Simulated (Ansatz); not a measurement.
## A computed series for LaB6: pressure series

Start from LaB$_{6}$ (space group Pm-3m, No. 221; a = 4.130 Å).

Cell and atoms are relaxed at each pressure.

Calculations: PBEsol (Ansatz, a first-principles code; PAW; 420 eV plane waves; spin-orbit coupling left out), earlier PAW set.

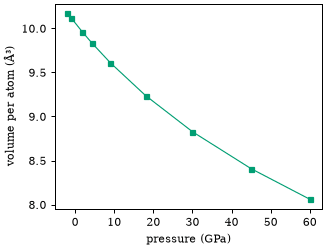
Figure. Volume against pressure

Task: Estimate the zero-pressure bulk modulus from the plot.

Result: About 180 GPa; a third-order Birch–Murnaghan fit to the points gives V₀ = 10.06 Å³/atom, B₀ = 180 GPa and B₀′ = 3.7.

Load acts through the strain it causes; cell and atoms are relaxed under it. Whether these cells are dynamically stable was not tested. Competing high-pressure phases were not computed. All final runs are without spin polarisation. An odd electron count without spin: LaB6.
